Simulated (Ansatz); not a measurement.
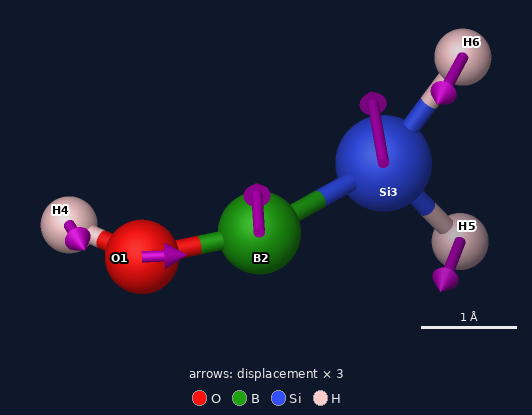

This is a relaxation of BSiH₃O. The starting structure is drawn; purple arrows show the displacements, 3 times their true length. The two geometries are superimposed by the best rigid fit.

Style: ball-and-stick. Shown at a tilt.

Method: Ansatz, RKS PBE0-D4/def2-TZVP. Settings: force threshold 0.005 eV/Å; at most 200 steps.

> Atoms of which element are displaced furthest, and by how much?

Silicon: up to 0.46 Å, against 0.32 Å for hydrogen.

> What did the optimiser do to the structure, and how much energy did it gain?

The atom that moves furthest after the best rigid fit is Si3 (0.46 Å). By element the largest moves are Si 0.46 Å, H 0.32 Å, B 0.32 Å, O 0.16 Å. Among the contacts that change: B2–Si3 1.834 → 1.910 Å, Si3–H5 1.462 → 1.505 Å, O1–B2 1.308 → 1.297 Å. Bond angles that change, for instance: B2–Si3–H6 122.6° → 96.2°, B2–Si3–H5 121.5° → 96.2°, O1–B2–Si3 154.6° → 166.7°. After 9 accepted moves (10 points after the start) the energy has fallen by 7.37 kcal/mol. Largest force component: 0.65 eV/Å at the start, 0.0023 eV/Å at the end. The line search rejected the trial step at point 3 of the run. Cost: 15 s on 2 threads of AMD EPYC 7B13, on a shared host.
